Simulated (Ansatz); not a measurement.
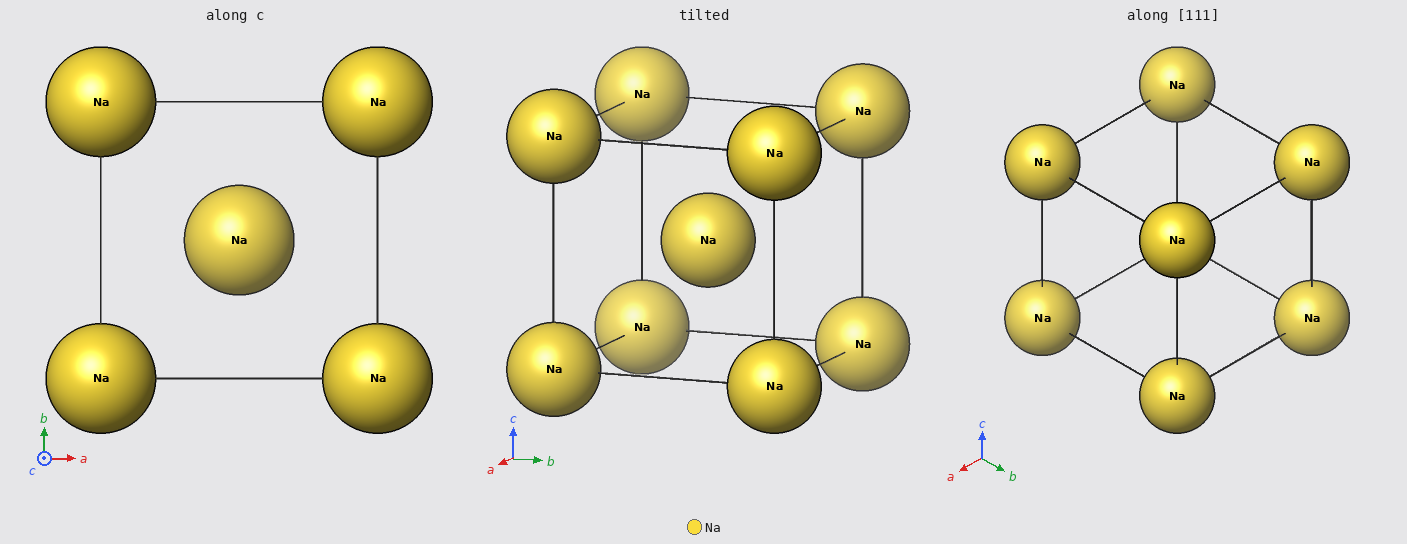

Structure drawing (spheres-only), viewed along the c axis, slightly off an axis and along [111]. Atoms at the boundary of the conventional unit cell (the box) are drawn once for each face, edge or corner they touch.

Cell parameters: a = 4.22 Å, b = 4.22 Å, c = 4.22 Å, α = 90.00°, β = 90.00°, γ = 90.00°.

Q: How many atoms does the box hold, once sharing is allowed for?

A: 2 (sodium), counting shared atoms by their share.

Q: What kind of lattice is this?

A: Body-centred cubic.

Q: What is the Hermann-Mauguin symbol of the space group?

A: Im-3m (No. 229), with Na on 2a.

Q: Name the structure type.

A: Body-centred cubic (W type).

Source of the structure: the standard structure of this element. Earlier steps of the study may have refined or changed the cell and positions. Ansatz was used for an electronic-structure calculation on it.
